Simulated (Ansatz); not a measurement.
System: BCuFGeH$_{2}$In.

```yaml
atoms:
  - { symbol: B, position_ang: [-0.8787, 0.5908, -0.2644] }
  - { symbol: Cu, position_ang: [-0.1537, 0.0702, 1.7333] }
  - { symbol: F, position_ang: [-2.9412, -1.3371, 0.6304] }
  - { symbol: Ge, position_ang: [-1.0725, -1.4560, 0.0048] }
  - { symbol: In, position_ang: [-3.0062, 0.5095, 1.8987] }
  - { symbol: H, position_ang: [-1.7668, 1.4370, -0.2445] }
  - { symbol: H, position_ang: [0.1840, 0.9972, -0.7048] }
```

Geometry: B3LYP-D3(BJ)/def2-SVP; core potentials replace the inner electrons of In.

Level of theory: isolated molecule in a Gaussian basis; Kohn-Sham density functional theory, functional PBE0 in Ansatz 0.2.0.

Q: What can the converged electron density and electron localisation function tell about the bonding?

A: Ge–F (1.97 Å): ρ at the midpoint is about 0.55 e/Å³; the ELF peaks at about 0.85 in the valence shell of F, 0.6 Å from its nucleus, and is about 0.20 at the midpoint.
Ge–B (2.07 Å): ρ at the midpoint is about 0.73 e/Å³; the ELF peaks at about 0.95 in the valence shell of B, 0.8 Å from its nucleus, and is about 0.75 at the midpoint.
B–H (1.22 Å): the density is about 1.1 e/Å³ at the midpoint; the ELF climbs to about 1 towards the hydrogen, as it does in any bond to H: an ordinary covalent bond to hydrogen.

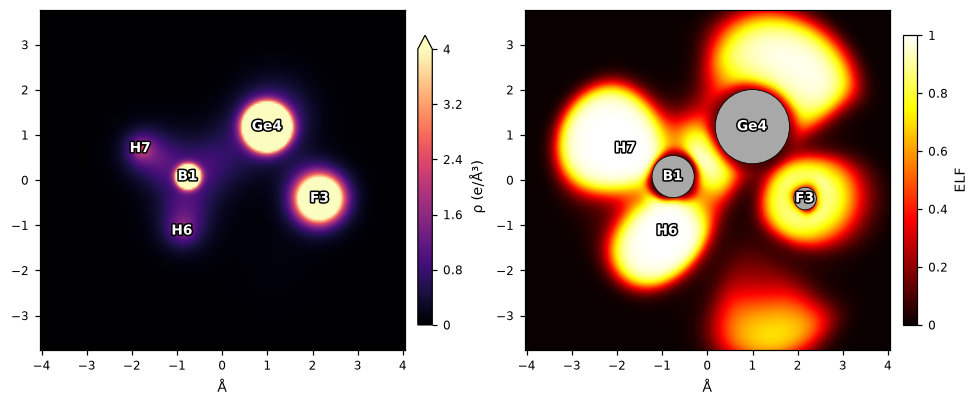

Computed electron density and electron localisation function on the plane of atoms B1, Ge4 and F3, in this order. Grey discs cover the atomic cores in the ELF map. 
